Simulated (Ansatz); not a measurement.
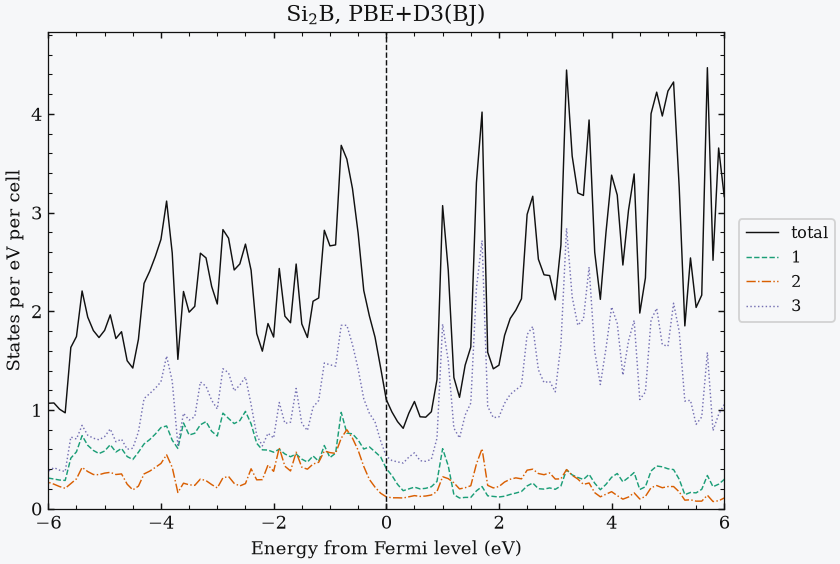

Density of states. Energies are counted from the Fermi level. The partial curves are projected on Löwdin-orthogonalised atomic shells.

Calculation on Si2B (sheet), 6 atoms in the cell.

Ansatz 0.2.0; DFT PBE+D3(BJ), scalar-relativistic, plane waves, PAW, no spin polarisation, 15×15×1 k mesh.

Q: Assign each number in the legend. The candidates: B 2p, Si 3p, Si 3s.

A: 1 is B 2p; 2 is Si 3s; 3 is Si 3p.

Q: Metal or insulator, and how many states lie at the Fermi level?

A: It is a metal. The density of states at the Fermi level isn't well fixed here: it changes fast, and within 0.3 eV it runs from 0.81 to 2 per eV and cell.

The structure is an invented one, so it need not be a known or stable phase.
